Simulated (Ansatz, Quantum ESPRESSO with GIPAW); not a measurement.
# CH9ClN6: which site gives which 1H line?

The values are calculated: DFT, PBEsol, plane-wave PAW (pslibrary 1.0.0 recipes), scalar-relativistic, GIPAW shieldings (Quantum ESPRESSO with GIPAW, a patched development version). Reference lines, from the same functional and files: 1H: δ = (29.71 − σ) / 1.204, zero at TMS, fitted to 11 measured values, from Ca(BH4)2, Ca(OH)2, CsH2PO4, LiBH4, LiH, MgH2, NaH, NaOH and NH4H2PO4, with a scatter of 0.61 ppm r.m.s., with σ taken with the shape term of a sphere (6.7 ppm here). Kinds of site that fitted badly were split off after the misses were seen, so the scatter is that of the points kept. Spans are on the shift scale.

```
CELL_PARAMETERS angstrom
7.77480 0.00000 0.00000
-3.88740 6.73317 0.00000
0.00000 0.00000 6.85776
ATOMIC_POSITIONS crystal
Cl 0.33333 0.66667 0.25000
Cl 0.66667 0.33333 0.75000
N 0.34877 0.19756 0.25000
N 0.84879 0.65123 0.25000
N 0.80244 0.15121 0.25000
N 0.65123 0.80244 0.75000
N 0.15121 0.34877 0.75000
N 0.19756 0.84879 0.75000
N 0.16140 0.18181 0.25000
N 0.02041 0.83860 0.25000
N 0.81819 0.97959 0.25000
N 0.83860 0.81819 0.75000
N 0.97959 0.16140 0.75000
N 0.18181 0.02041 0.75000
C 0.00000 0.00000 0.25000
C 0.00000 0.00000 0.75000
H 0.57414 0.72471 0.62817
H 0.15056 0.42586 0.62817
H 0.27529 0.84944 0.62817
H 0.42586 0.27529 0.12817
H 0.84944 0.57414 0.12817
H 0.72471 0.15056 0.12817
H 0.42586 0.27529 0.37183
H 0.84944 0.57414 0.37183
H 0.72471 0.15056 0.37183
H 0.57414 0.72471 0.87183
H 0.15056 0.42586 0.87183
H 0.27529 0.84944 0.87183
H 0.14682 0.30741 0.25000
H 0.16059 0.85318 0.25000
H 0.69259 0.83941 0.25000
H 0.85318 0.69259 0.75000
H 0.83941 0.14682 0.75000
H 0.30741 0.16059 0.75000
```

The cell is a computed entry of the Materials Project; it need not be the form that is stable at ambient conditions. The coordinates shown are those after relaxation (atoms relaxed).

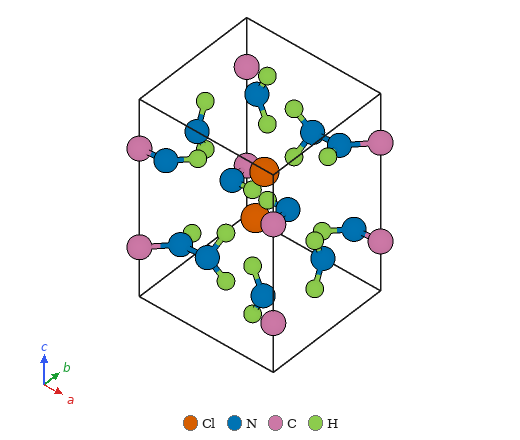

The structure (chlorine orange, nitrogen blue, carbon pink, hydrogen green). Bonds to atoms that aren't drawn are left out. Some periodic images of atoms are drawn too.

The H sites:

```
site  atom no.  atoms in cell  site symmetry  surroundings  bonds (Å)
H(1)        17             12              1    bound to N      1.030
H(2)        29              6              m    bound to N      1.038
```

The lines, in order of position:

```
line  δ_iso (ppm)  relative area  span (ppm)   skew
   A         7.43              1       16.38  -0.01
   B         2.52              2       13.96   0.56
```

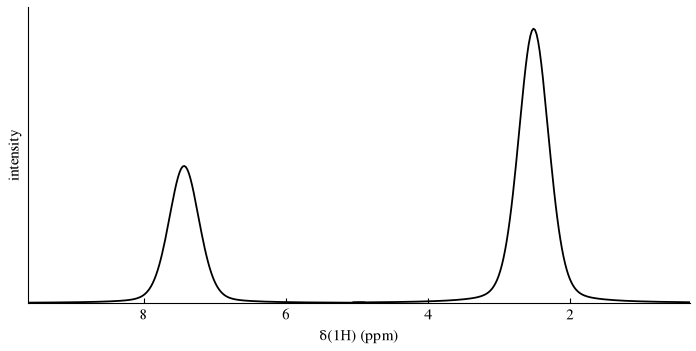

Simulated spectrum: 1H MAS at 40 kHz, 14.1 T (600.3 MHz), lines broadened by 0.5 ppm; rigid lattice, with dipolar and J couplings left out. Lines over 1.5 % of the strongest (ppm: area): 7.43: 0.50, 2.52: 1.00.

Assign each line to a crystallographic site.

By the calculation: A is H(2) (bound to N); B is H(1) (bound to N). The areas settle A and B, whose multiplicities are unique.

[Banner, clock, file and message-heading lines were taken out of the pw.x and gipaw.x logs.]

[Logs are printed without paths, hosts, clocks, repeated set-up lines and the standing remarks that a program may print on its own settings, such as how far it seeks lower states.]

[Hosts, paths, dates, database ids (printed as entryN), source tags and the programs' standing remarks are cut or masked in the printed files.]
